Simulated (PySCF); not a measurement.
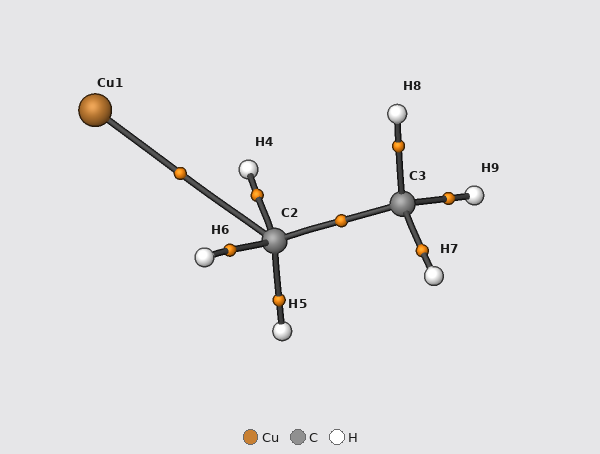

Figure. C2H6Cu, charge +1, SMILES `[Cu+].CC`. Molecular graph of the electron density (QTAIM): bond paths, bond critical points (orange), ring points (yellow, if any); weak paths are dashed.

Method: PBE0/def2-TZVP; geometry: GFN2-xTB; program: PySCF. This is a single-reference result, which may miss multireference character in this system. The pair's geometry is semi-empirical, so its contact may be too short or too long. GFN2-xTB bond lengths at metals and heavier atoms can be off by up to 0.1 Å and shapes distorted, which carries into these values.

The calculation's input:

```python
import numpy as np
from pyscf import gto, scf, dft
from pyscf.scf import atom_ks, atom_hf
from scipy.linalg import block_diag

def solve(mol, dm0=None, hcore=None):
    mf = (dft.UKS if mol.spin else dft.RKS)(mol, xc='pbe0')
    mf.grids.level = 3
    mf = mf.density_fit(auxbasis='def2-universal-jkfit')
    mf.conv_tol, mf.max_cycle = 1e-8, 80
    if hcore is not None:
        mf.get_hcore = lambda *args: hcore
    mf.kernel(dm0)
    if not mf.converged:
        mf = mf.newton().run(mf.mo_coeff, mf.mo_occ, max_cycle=30)
    assert mf.converged, 'SCF not converged'
    return mf

mol = gto.M(atom='''
Cu    -1.08088     0.07209     0.00002
C      1.16245    -0.61939     0.00113
C      2.30672     0.39627     0.00106
H      0.58605    -0.52211    -0.96002
H      1.55601    -1.63473    -0.00289
H      0.58976    -0.52750     0.95472
H      2.93248     0.25535     0.87339
H      1.93723     1.41685     0.00437
H      2.92907     0.26029    -0.88337
''', basis='def2-tzvp', charge=1, spin=0, verbose=4)
mf = solve(mol)
mf.analyze()
# spherically averaged free atoms, for the promolecule
atm = atom_ks.get_atm_nrks(mol, xc='pbe0')
pro = block_diag(*[(atm[a[0]][2] * atm[a[0]][3]) @ atm[a[0]][2].T for a in mol._atom])
np.savez('result.npz', e=mf.e_tot, c=mf.mo_coeff, occ=mf.mo_occ, eps=mf.mo_energy, pro=pro, dip=mf.dip_moment(verbose=0), s2=mf.spin_square()[0])
```

Launched as:

```sh
OMP_NUM_THREADS=1 python input.py
```

The run took 39 s on 1 thread of Intel(R) Xeon(R) Processor @ 2.50GHz (Skylake/Cascade Lake), on a shared host, peak memory 0.54 GiB.

Partitions, critical points and surface values were worked out afterwards from this run's density.

How many critical points of each kind are there, and does the count close?

Answer. 9 nuclei, 8 bond, 0 ring and 0 cage critical points: 9 − 8 + 0 − 0 = 1, as the Poincaré–Hopf relation requires.

Give the properties at the bond critical points.

Answer.
```
           bond  length (Å)  ρ (a.u.)  ∇²ρ (a.u.)     ε  H (a.u.)
          C3–H7       1.083     0.285       −1.00  0.02    −0.290
          C3–H8       1.085     0.282       −0.98  0.02    −0.287
          C2–H5       1.089     0.282       −0.99  0.01    −0.285
          C3–H9       1.090     0.280       −0.97  0.02    −0.282
C2–H6 (2 alike)       1.116     0.255       −0.81  0.02    −0.248
          C2–C3       1.530     0.239       −0.58  0.01    −0.205
         Cu1–C2       2.347     0.045       +0.16  7.80    −0.004
```

What kind of interaction is C3–H7?

Answer. Shared-shell (covalent): ρ = 0.285, ∇²ρ = −1.00, H = −0.290 a.u.
